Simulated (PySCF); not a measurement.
**C$_{3}$H$_{3}$, charge +1, SMILES `[CH+]1C=C1`: what the electrons do**

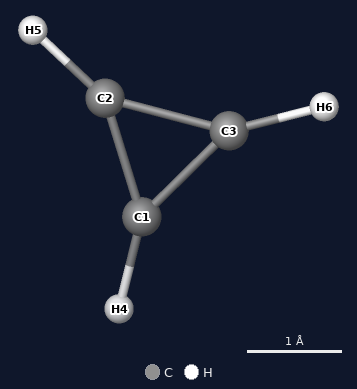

The molecule, with its atoms numbered as below. No frequency check shows the geometry to be a minimum.

Coordinates in Å:

```
C1       0.7596    0.2362    0.0000
C2      -0.1752   -0.7759    0.0000
C3      -0.5843    0.5397    0.0000
H4       1.7844    0.5549    0.0000
H5      -0.4116   -1.8228    0.0000
H6      -1.3728    1.2679    0.0000
```

### 1. Bonding charge

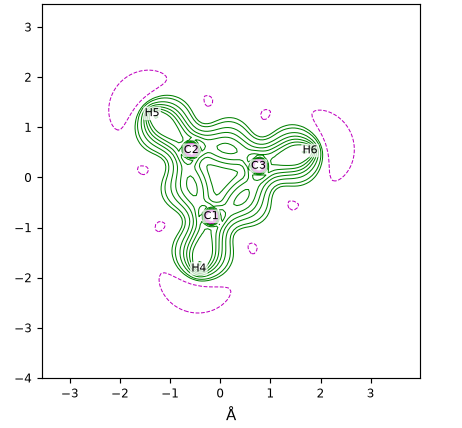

Deformation density (molecule less spherical, spin-averaged free atoms) in the molecular plane; contours at ±0.05 to ±0.8 e/Å³; solid green lines: gain, dashed magenta lines: loss.

Level of theory: CAM-B3LYP/cc-pVDZ (PySCF), at a geometry from GFN2-xTB.

> How much density has each bond in this plane gained at its critical point, relative to the free atoms?

C1–H4, C2–H5 and C3–H6: +0.78 e/Å³ at the bond critical point (bond length 1.07 Å, Mayer order 1.0). C1–C2, C1–C3 and C2–C3: +0.48 e/Å³ at the bond critical point (bond length 1.38 Å, Mayer order 1.3). In all, 1.3 electrons gather in the regions of gain relative to the promolecule of neutral atoms (the regions of loss give up this much and the cation's charge besides).

### 2. Local ionisation energy

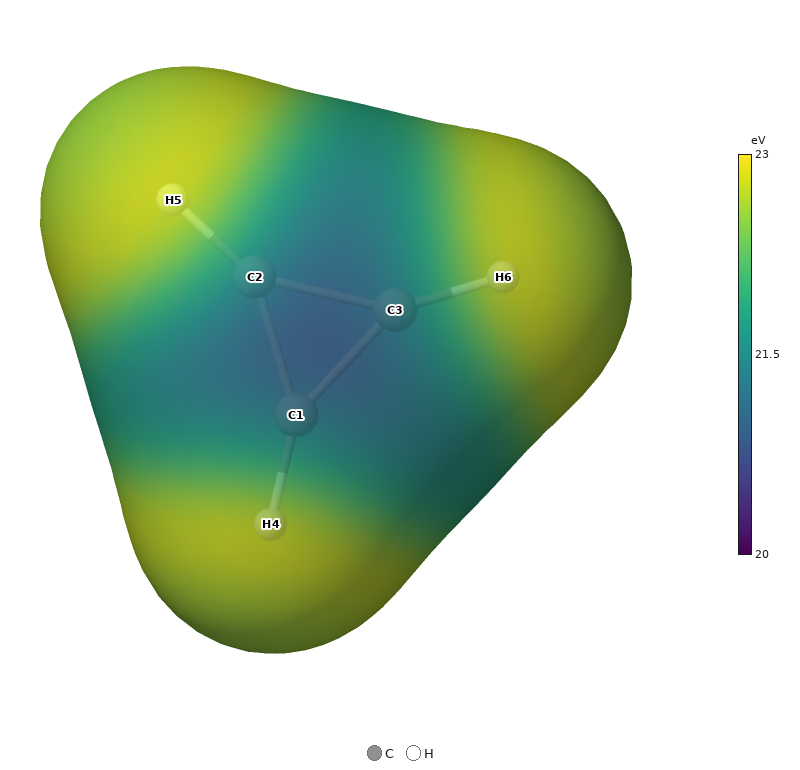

Average local ionisation energy on the surface of electron density 0.001 a.u.

> Locate the minima of the map.

The lowest value is 20.9 eV, near C3 (2.02 Å), C1 (2.15 Å) and C2 (2.16 Å), and at like points elsewhere. Further minima include 22.6 eV, 1.2 Å from H5, and at like points elsewhere. For comparison, the highest occupied orbital lies at −19.1 eV.

### 3. Localised orbitals

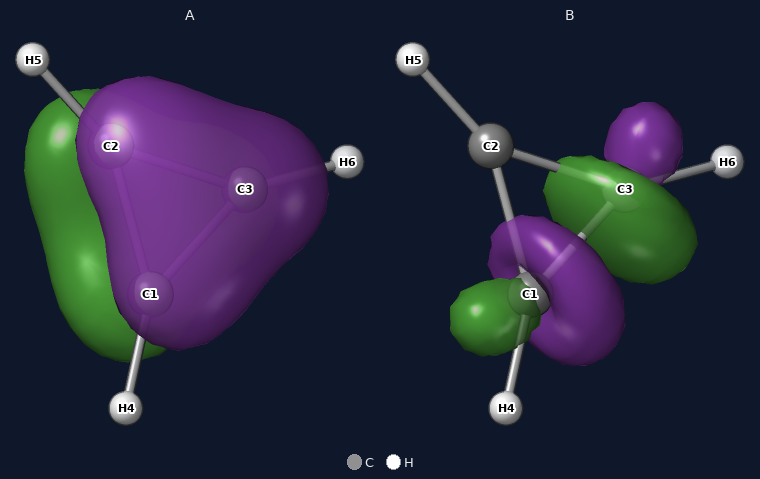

Intrinsic bond orbitals (IBO), occupied and valence-virtual; each surface holds about 70 % of the orbital's density. Energies are diagonal elements of the Fock matrix.

PySCF calculation, ωB97X/def2-TZVP, gas phase; geometry: GFN2-xTB.

> What does each orbital represent in a Lewis picture?

By panel:
- A: delocalised π orbital mainly over C3, C1 and C2 (C3 33 %, C1 33 %, C2 33 %; −20.7 eV)
- B: σ* orbital C1–C3 (C1 50 %, C3 50 %; 7.7 eV)

The PySCF runs shown took 2.9 s and 3.7 s on 1 thread of AMD EPYC 9R14 (Zen 4) (shared host).
